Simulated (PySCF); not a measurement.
Vertical excitations of a molecule C₂H₆OSi from TDA-PBE/def2-SVPD run with PySCF, as energy in eV (oscillator strength): 4.96 (0.000), 5.85 (0.012), 6.09 (0.002), 6.28 (0.224), 6.65 (0.026), 7.05 (0.049), 7.15 (0.002), 7.19 (0.001), 7.26 (0.145), 7.61 (0.000). Lowest triplet (TDA): 4.23 eV. The structure is a stationary point at B3LYP-D3(BJ)/def2-SVP. A frequency run showed that this geometry is not a minimum. Other conformers were not sampled.

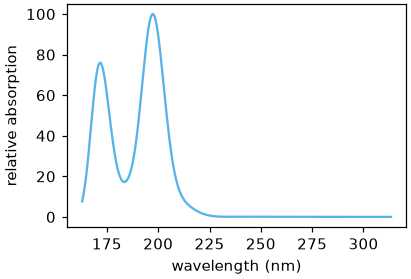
Figure. The lines broadened by 0.4 eV.

### Question
Which molecule gave these data?
(A) C=CO[SiH3]
(B) CO[Si]C
(C) C1C[SiH2]O1
(D) C1OC[SiH2]1

### Answer
A, C=CO[SiH3]
